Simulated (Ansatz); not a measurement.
**AsH3 (arsine): CAM-B3LYP/STO-3G**

What is the electronic atomisation energy of AsH3 (arsine) at CAM-B3LYP/STO-3G? 

The results are computed with Ansatz 0.2.0.

29 further runs of the same task are left out: 1 that didn't finish, 28 set aside as unsound or not needed.

## Step 1: The system as given

AsH3 has 4 atoms, charge 0, and is taken as a singlet. SMILES: `[AsH3]`. Geometry: relaxed at PBE0-D4/def2-TZVP.

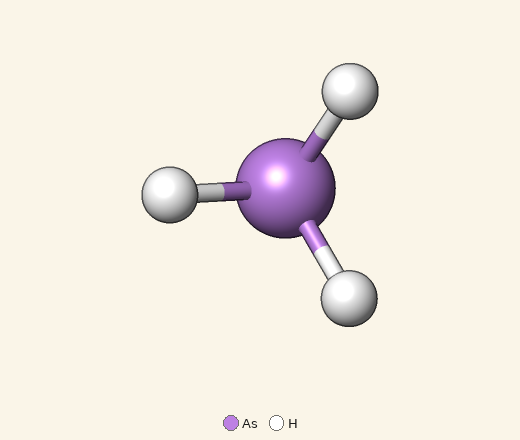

Viewed from a chosen angle; arsenic purple, hydrogen white.

## Step 2: A single-point energy at CAM-B3LYP/STO-3G

molecule.yaml reads:

```yaml
crystal:
  periodic: [false, false, false]
  atoms:
    - symbol: As
      position_ang: [-0.215800, 0.487600, -0.346000]
    - symbol: H
      position_ang: [0.349900, 0.630300, 1.059400]
    - symbol: H
      position_ang: [-1.068000, -0.705500, 0.061100]
    - symbol: H
      position_ang: [0.933900, -0.412500, -0.774500]
basis:
  gaussian: {orbitals: STO-3G}
hamiltonian: {xc: {name: CAM-B3LYP}}
accuracy: high
```

Launch:

```bash
$ ansatz run molecule.yaml --threads 1 --pin off --max-ram 2610MiB --events-out events.jsonl --progress --plain --runs-dir runs
```

The log of the run:

```text
Warning: RAYON_NUM_THREADS=1 ignored (pool sized by the plan → 1); use --threads N
Functional definition: CAM-B3LYP
  name "CAM-B3LYP"
  parameter alpha = 0.19
  parameter beta = 0.46
  parameter omega = 0.33/bohr
  parameter ac = 0.81
  exchange = (1 - alpha - beta)*b88_x + beta*b88_x_sr(omega) + alpha*exact_x + beta*exact_x_lr(omega)
  correlation = (1 - ac)*vwn5_c + ac*lyp_c
262 factors; integrals over basis functions are off by at most 1.8e-8 eV
96 factors; integrals over basis functions are off by at most 1.6e-9 eV
mean field evaluation 1: about -60203.0847 eV, gradient 1.7e0 eV
mean field evaluation 2: about -60203.0986 eV, gradient 2.6e-1 eV
mean field evaluation 4: about -60203.0710 eV, gradient 2.8e-1 eV
mean field evaluation 8: about -60203.0713 eV, gradient 4.8e-4 eV
mean field -60203.07134673 eV, -2212.4220648848 hartree, gradient 2.5e-8 eV, S^2 0.000000; 0 other end points of the search recorded, 0 dependent functions left out
reference -60203.07135790 eV, -2212.4220652952 hartree; 18, 18 occupied and 3, 3 virtual orbitals, 262 factors
Total energy: -60203.07135790 eV, -2212.4220652952 hartree
```

It took 0.69 s on 1 thread of Intel Xeon Platinum 8488C (Sapphire Rapids), shared host.

## Step 3: The As atom, same level

molecule.yaml reads:

```yaml
basis:
  gaussian:
    orbitals: STO-3G
crystal:
  periodic: [false, false, false]
  atoms:
    - symbol: As
      position_ang: [0.000000, 0.000000, 0.000000]
magnetization:
  spin_polarized: true
  initial_magnetization: 3
hamiltonian:
  xc: {name: CAM-B3LYP}
accuracy: high
```

Run the same way, it converges to -2210.54157 Eh (log not shown).

## Step 4: The H atom at the same level

molecule.yaml reads:

```yaml
crystal:
  periodic: [false, false, false]
  atoms:
    - {symbol: H, position_ang: [0.000000, 0.000000, 0.000000]}
basis:
  gaussian: {orbitals: STO-3G}
hamiltonian: {xc: {name: CAM-B3LYP}}
magnetization: {spin_polarized: true, initial_magnetization: 1}
total_charge: 0
accuracy: high
```

Run the same way, it converges to -0.46260 Eh (log not shown).

## Step 5: Outcome

Level: CAM-B3LYP/STO-3G.

| quantity | value |
| --- | --- |
| molecule: total energy | -2212.42207 Eh |
| As atom: total energy | -2210.54157 Eh |
| As atom: ⟨S²⟩ | 3.750 |
| H atom: total energy | -0.46260 Eh |
| H atom: ⟨S²⟩ | 0.750 |
| electronic atomisation energy | 13.407 eV |

Taking the molecule apart into free atoms costs 13.41 eV (309 kcal/mol), before zero-point energy and without spin-orbit coupling. In a minimal basis such a difference can be off by several eV, whatever the method.
